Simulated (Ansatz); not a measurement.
CH₆BFOSi: several calculations on one system

## 1. Relaxation

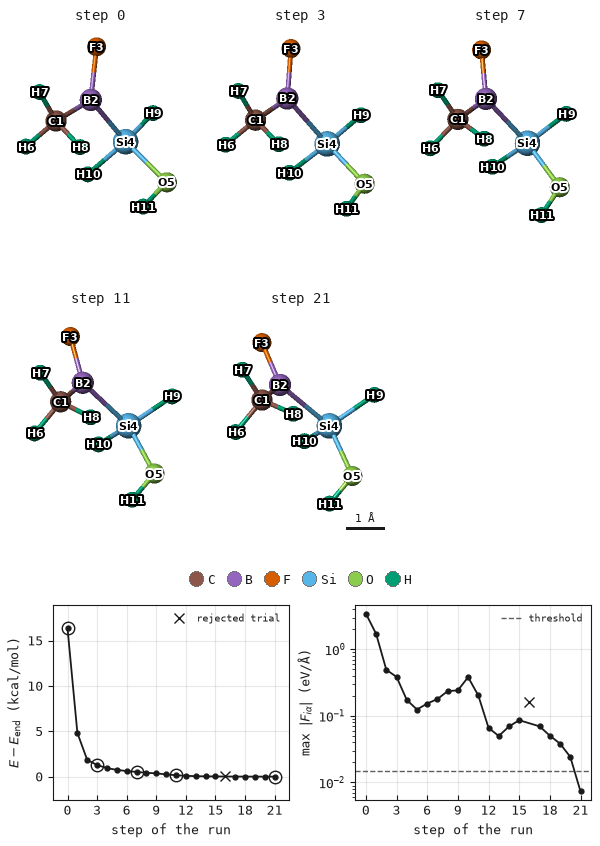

Frames of a relaxation of CH$_{6}$BFOSi, marked on the history of the run. The picture is a ball-and-stick view, seen from a free direction.

The run prepares an end point of a later path (torsion) calculation, from a guessed geometry.

These are results of RKS PBE0-D4/def2-mTZVP in Ansatz 0.2.0, not measurements.

The input:
```yaml
crystal:
  periodic: [false, false, false]
  atoms:
    - { symbol: C, position_ang: [-0.3527, -1.0941, 1.1902] }
    - { symbol: B, position_ang: [0.7057, -0.5713, 0.1512] }
    - { symbol: F, position_ang: [1.8867, -1.3368, -0.0346] }
    - { symbol: Si, position_ang: [0.5203, 1.0688, -0.8782] }
    - { symbol: O, position_ang: [-0.9636, 0.9007, -1.8567] }
    - { symbol: H, position_ang: [-0.5573, -0.2513, 1.9484] }
    - { symbol: H, position_ang: [-0.0484, -1.9868, 1.6737] }
    - { symbol: H, position_ang: [-1.3146, -1.2124, 0.6311] }
    - { symbol: H, position_ang: [1.6152, 1.2966, -1.7016] }
    - { symbol: H, position_ang: [0.2992, 2.1978, 0.0679] }
    - { symbol: H, position_ang: [-1.7252, 0.9317, -1.171] }
basis:
  gaussian: { orbitals: def2-mTZVP }
hamiltonian:
  xc: pbe0
  dispersion: d4
relax:
  f_tol: 0.015
  max_steps: 40
output:
  orbitals: {}
```

Command:
```bash
ansatz run input.yaml --threads 2 --pin off --max-ram 3072MiB --backend cpu --events-out ev --progress --plain --runs-dir out
```

What happens along the run?

Answer. Over 20 accepted moves (21 points after the start) the energy falls by 16.3 kcal/mol. Largest force component: 3.4 eV/Å at the start, 0.0073 eV/Å at the end. The line search rejected the trial step at point 16 of the run. The atom that moves furthest after the best rigid fit is F3 (1.13 Å). Largest moves by element: F 1.13 Å, H 0.84 Å, O 0.48 Å, B 0.31 Å, C 0.25 Å, Si 0.12 Å. Among the contacts that change: Si4–O5 1.785 → 1.667 Å, B2–Si4 1.945 → 2.046 Å, Si4–H9 1.389 → 1.488 Å, B2–F3 1.420 → 1.336 Å. Bond angles that change, for instance: Si4–O5–H11 104.4° → 117.1°, B2–Si4–O5 106.8° → 112.8°, O5–Si4–H9 110.2° → 105.0°. Groups turn about B2–Si4 by about 60°. Cost: 43 s on 2 threads of Intel(R) Xeon(R) 6975P-C (Granite Rapids), on a shared host, peak memory 0.28 GiB. From step 0 to 3: H9 moves most (0.22 Å), energy −15.1 kcal/mol. From step 3 to 7: F3 moves most (0.33 Å), energy −0.77 kcal/mol. From step 7 to 11: F3 moves most (0.36 Å), energy −0.37 kcal/mol. From step 11 to 21: F3 moves most (0.30 Å), energy −0.15 kcal/mol.

| step | E − E(0), kcal/mol | largest force component, eV/Å | note |
| --- | --- | --- | --- |
| 0 | 0.00 | 3.4464 |  |
| 1 | -11.53 | 1.7133 |  |
| 2 | -14.51 | 0.4934 |  |
| 3 | -15.06 | 0.3865 |  |
| 4 | -15.41 | 0.1741 |  |
| 5 | -15.59 | 0.1248 |  |
| 6 | -15.74 | 0.1536 |  |
| 7 | -15.82 | 0.1794 |  |
| 8 | -15.92 | 0.2361 |  |
| 9 | -15.98 | 0.2421 |  |
| 10 | -16.10 | 0.3828 |  |
| 11 | -16.19 | 0.2030 |  |
| 12 | -16.25 | 0.0663 |  |
| 13 | -16.29 | 0.0499 |  |
| 14 | -16.31 | 0.0694 |  |
| 15 | -16.32 | 0.0863 |  |
| 16 | -16.30 | 0.1626 | rejected |
| 17 | -16.34 | 0.0697 |  |
| 18 | -16.34 | 0.0505 |  |
| 19 | -16.34 | 0.0383 |  |
| 20 | -16.34 | 0.0242 |  |
| 21 | -16.34 | 0.0073 |  |

## 2. Relaxation

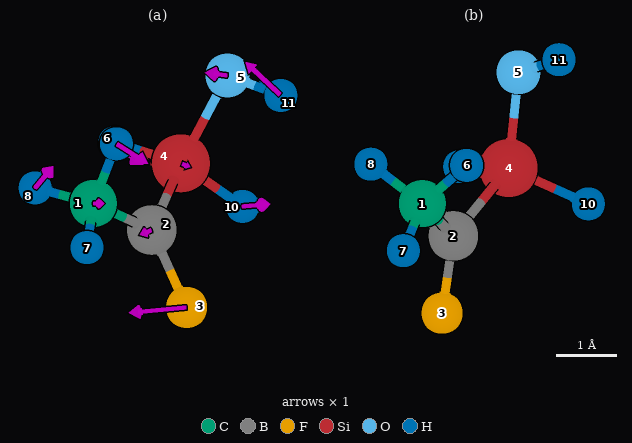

The structure of CH$_{6}$BFOSi before (left) and after (right) a relaxation, at one scale. The purple arrows give the displacements, at their true length.

A ball-and-stick model, seen from a free direction.

The run prepares an end point of a later path (torsion) calculation, from a guessed geometry.

Method: RKS PBE0-D4/def2-mTZVP in Ansatz 0.2.0. Set-up: no spin polarisation; force threshold 0.015 eV/Å; at most 40 steps.

Summarise the run.

After 33 accepted moves (34 points after the start) the energy has fallen by 0.709 eV. The largest force component goes from 2.7 to 0.01 eV/Å. The line search rejected the trial step at point 23 of the run. The forces were under the threshold at step 18, but the run went on from there. The atom that moves furthest after the best rigid fit is the F atom (1.12 Å). By element the largest moves are F 1.12 Å, H 0.87 Å, O 0.48 Å, B 0.28 Å, C 0.25 Å, Si 0.21 Å. Among the contacts that change: O–Si 1.785 → 1.667 Å, B–Si 1.945 → 2.046 Å, H–Si 1.389 → 1.489 Å, B–F 1.420 → 1.336 Å. Bond angles that change, for instance: Si–O–H 104.4° → 117.2°, B–Si–O 106.8° → 113.0°, O–Si–H 110.2° → 105.1°. Groups turn about B–Si by about 55°. The run took 67 s on 2 threads of Intel(R) Xeon(R) 6975P-C (Granite Rapids) (shared host), peak memory 0.28 GiB.

## 3. Path

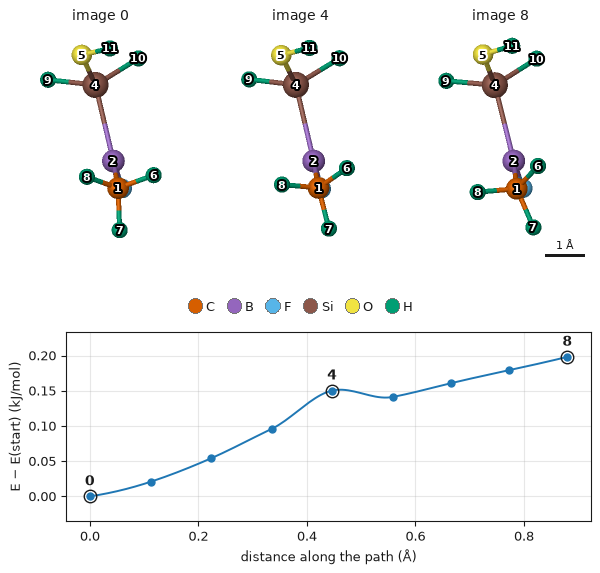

A nudged-elastic-band calculation for CH₆BFOSi. Images are numbered from 0 (start) to 8 (end). A ball-and-stick model, seen from a free direction.

Method: RKS PBE0-D4/def2-mTZVP in Ansatz 0.2.0. Run with 7 movable images; climbing image; force threshold 0.05 eV/Å; iteration limit 60; starting path through a guess of the saddle point.

What happens along the path, and what is the barrier?

No barrier shows: the energy is highest at the end, and the end lies 0.20 kJ/mol above the start. The motion is a rotation about the B–Si bond by about 5°. No bond forms or breaks between the ends. The band converged in 7 iterations. The largest component of the band force went from 3.4 to 0.027 eV/Å.

Cost: 95 s on 2 threads of Intel(R) Xeon(R) 6975P-C (Granite Rapids), with other jobs on the host, peak memory 0.3 GiB.
